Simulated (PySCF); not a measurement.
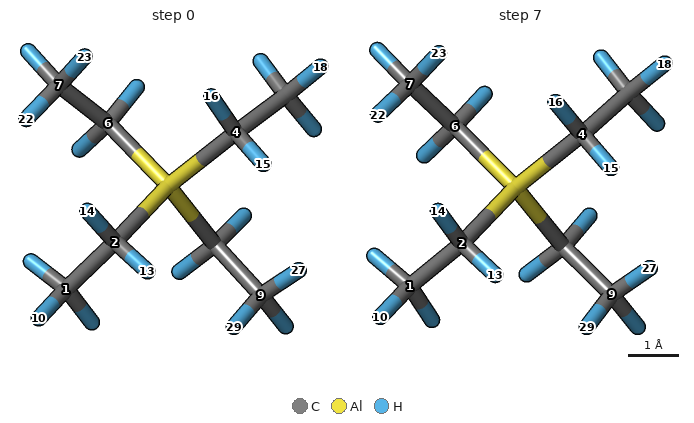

The structure of C8H20Al (charge −1) before (left) and after (right) a relaxation, at one scale.

Style: stick. Shown face on.

The start comes from GFN2-xTB.

Method: PBE0-D3(BJ)/def2-SVP geometry optimisation, gas phase in PySCF 2.14.0, density-fitted response routines. 

Question: What changed between the two?

Answer: The energy falls by 0.122 eV in 7 geometry steps. Largest force component: 0.56 eV/Å at the start, 0.014 eV/Å at the end. The largest move after the best rigid fit is that of an H atom, 0.20 Å. Largest moves by element: H 0.20 Å, C 0.11 Å, Al 0.04 Å. Some distances before and after: Al–C 2.061 → 2.038 Å, C–H 1.089 → 1.105 Å, C–C 1.532 → 1.527 Å. Bond angles that change, for instance: Al–C–H 111.6° → 109.1°, Al–C–H 111.3° → 109.2°. The run took of the order of 4 core-minutes on a shared host.

Limits of the set-up: the basis has no diffuse functions, which an anion needs.
